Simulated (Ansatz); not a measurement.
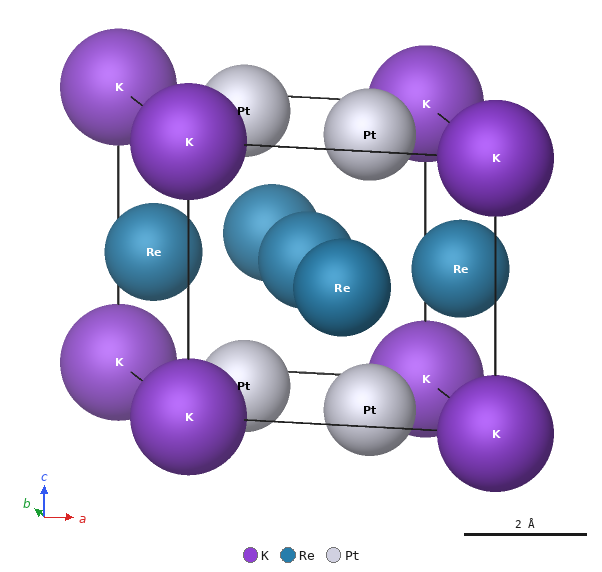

Shown here is a spheres-only view of the crystal, taken slightly off an axis. The wireframe shows the simulation cell.

```
CELL_PARAMETERS angstrom
5.27901 0.00000 0.00000
-2.63951 4.57176 0.00000
0.00000 0.00000 4.58593
ATOMIC_POSITIONS crystal
K 0.00000 0.00000 0.00000
Re 0.50000 0.00000 0.50000
Re 0.50000 0.50000 0.50000
Re 0.00000 0.50000 0.50000
Pt 0.33333 0.66667 0.00000
Pt 0.66667 0.33333 0.00000
```

Method: DFT PBE, scalar-relativistic, plane waves, PAW in Ansatz 0.2.0; a cutoff energy of 420 eV, Brillouin-zone sampling on a 12×12×8 mesh, Gaussian smearing of 0.1 eV, no spin polarisation.

Q: Predict the Bader charges.

A: K +0.67 e; Re +0.17 e; Pt -0.59 e.

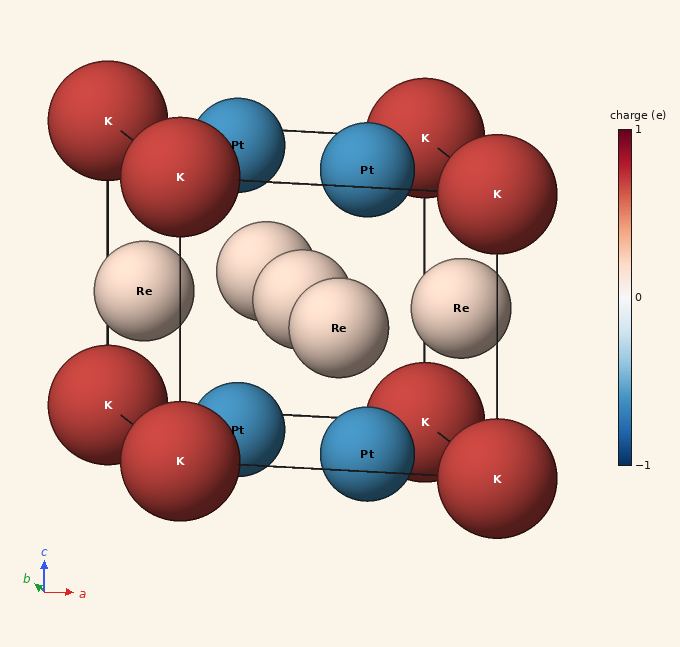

The atoms coloured by those charges.

Provenance: a structure type filled with these elements by a generator (whether the compound takes this form wasn't checked). Earlier steps of the study, as a rule a relaxation of our own, may have changed the cell and positions, so they can lie some per cent off the listed ones. Ansatz was used for an electronic-structure calculation on it.
